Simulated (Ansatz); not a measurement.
# A ladder of methods for InH2 (SMILES [InH2])

The species is InH2 (3 atoms), meant as a doublet with charge 0. As SMILES, `[InH2]`. Geometry: relaxed at PBE0-D4/def2-TZVP.

```xyz
3

In    0.3846   -0.4254    0.1498
H     0.6913    1.2654    0.5216
H    -1.0869   -0.9048   -0.6847
```

Each level gives the vertical energy of the quartet above the doublet (eV). The values are calculated.

```json
{"level": "USVWN5/STO-3G", "kind": "LDA", "program": "Ansatz", "value (eV)": "3.68", "less FCI/STO-3G": "-1.08", "CPU time (all runs)": "2.2 s"}
{"level": "UPBE/STO-3G", "kind": "GGA", "program": "Ansatz", "value (eV)": "3.75", "less FCI/STO-3G": "-1.01", "CPU time (all runs)": "3.6 s"}
{"level": "U-r2SCAN0/STO-3G", "kind": "hybrid meta-GGA", "program": "Ansatz", "value (eV)": "4.27", "less FCI/STO-3G": "-0.49", "CPU time (all runs)": "11 s"}
{"level": "UCAM-B3LYP/STO-3G", "kind": "range-separated hybrid", "program": "Ansatz", "value (eV)": "4.32", "less FCI/STO-3G": "-0.44", "CPU time (all runs)": "4.7 s"}
{"level": "UB2PLYP/STO-3G", "kind": "double hybrid", "program": "Ansatz", "value (eV)": "4.59", "less FCI/STO-3G": "-0.17", "CPU time (all runs)": "3.9 s"}
{"level": "RPA@PBE/STO-3G", "kind": "RPA", "program": "Ansatz", "value (eV)": "4.12", "less FCI/STO-3G": "-0.64", "CPU time (all runs)": "3.8 s"}
{"level": "UMP2/STO-3G", "kind": "perturbation theory", "program": "Ansatz", "value (eV)": "5.00", "less FCI/STO-3G": "+0.24", "CPU time (all runs)": "0.94 s"}
{"level": "UCCSDT(Q)/STO-3G", "kind": "coupled cluster or CI", "program": "Ansatz", "value (eV)": "4.76", "less FCI/STO-3G": "0.00", "CPU time (all runs)": "3.6 s"}
{"level": "UCCSDT/STO-3G", "kind": "coupled cluster or CI", "program": "Ansatz", "value (eV)": "4.76", "less FCI/STO-3G": "0.00", "CPU time (all runs)": "1.9 s"}
{"level": "FCI/STO-3G", "kind": "exact in the basis", "program": "Ansatz", "value (eV)": "4.76", "less FCI/STO-3G": "0.00", "CPU time (all runs)": "1.5 s"}
```

FCI/STO-3G is exact within its basis and frozen core, so for wave-function methods in that basis the difference is their error; functionals converge differently with the basis, so for them it is only a difference. All-electron rows without a relativistic Hamiltonian named are non-relativistic. Spin-orbit coupling, which can split open shells on such heavy atoms by tenths of an eV, is left out. The values span 3.68 to 5.00 eV. All rows use very small basis sets, so even the best lies far from the true value. In the correlated wave-function rows the outer d shell of In is correlated, in sets not made for it. CPU times are rough (shared hosts, several kinds of processor): they show what a rung costs within a factor of a few.

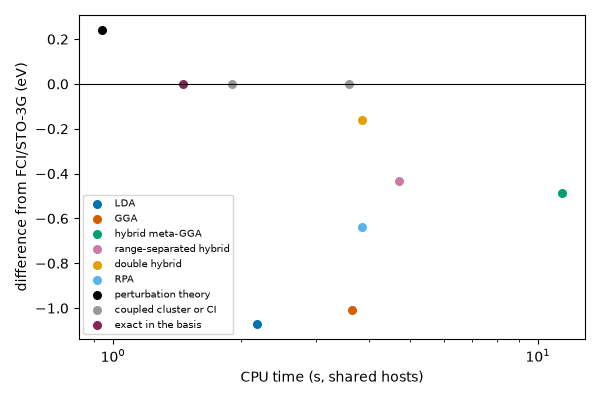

Difference from FCI/STO-3G against processor time, one point a level.
